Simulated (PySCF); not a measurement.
**C$_{2}$H$_{10}$NSi$_{2}$ (SMILES C[SiH](C)[N-][SiH3]) (charge −1): density, localisation and related maps**

```
atom    x (Å)    y (Å)    z (Å)
   C  -1.4804  -1.6958   0.2132
  Si  -0.1843  -0.3467   0.6175
   C  -1.2059   1.2620   0.8736
   N   0.9639  -0.3101  -0.5897
  Si   2.3761   0.5136  -0.9334
   H  -2.2589  -1.7599   0.9716
   H  -1.9635  -1.5046  -0.7406
   H  -1.0041  -2.6697   0.1477
   H   0.2256  -0.6713   2.0319
   H  -0.5389   2.0788   1.1396
   H  -1.9592   1.1818   1.6563
   H  -1.7142   1.5487  -0.0441
   H   2.3690   2.0129  -0.9129
   H   2.8042   0.1661  -2.3165
   H   3.5662   0.2021  -0.0788
```

Geometry: GFN2-xTB.

Computed with PBE0/pcSseg-1, SCF density, gas phase, non-relativistic (PySCF 2.14.0).

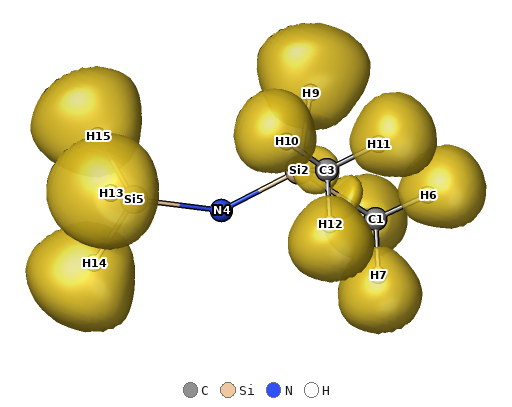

Figure 1. Isosurface of the ELF at 0.9 (yellow), seen from one side. Only the valence region is drawn (cores and ρ < 0.01 e/Å³ removed).

Q: Describe the localisation domains.

A: The surface consists of two regions between bonded C–Si atoms (shared pairs) and ten regions around hydrogen nuclei. Profiles from the grid: Si–N (1.67 Å): the ELF peaks at about 0.85 between the atoms; a polar covalent bond. C–Si (1.91 Å): the ELF peaks at about 0.95 between the atoms: a covalent bond.

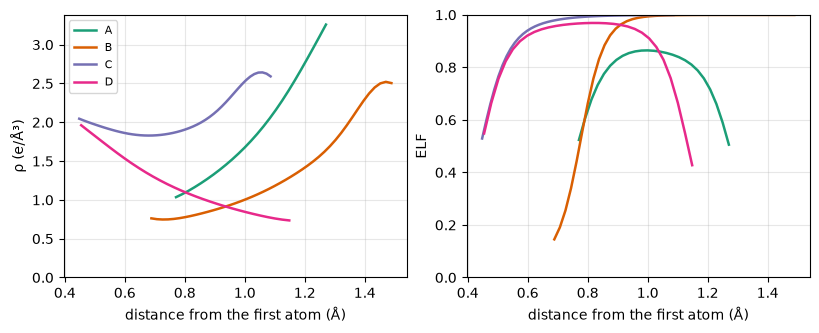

Figure 2. Total electron density and ELF along straight lines between neighbouring atoms. The curves leave out the atomic cores.

Q: Which curve belongs to which contact (C–H, C–Si, Si–H and Si–N)? The first atom named is at distance zero.

A: Curve A: Si–N (1.67 Å): the density is about 1.2 e/Å³ at the midpoint; the ELF peaks at about 0.85 between the atoms: a short, strongly polar bond. Curve B: Si–H (1.49 Å): the density is about 0.75 e/Å³ at the midpoint; the ELF climbs to about 1 towards the hydrogen, as it does in any bond to H. Curve C: C–H (1.09 Å): the density is about 1.9 e/Å³ at the midpoint; the ELF climbs to about 1 towards the hydrogen (a covalent bond by its length). Curve D: C–Si (1.91 Å): ρ at the midpoint is about 0.89 e/Å³; the ELF peaks at about 0.95 between the atoms: a shared electron pair.
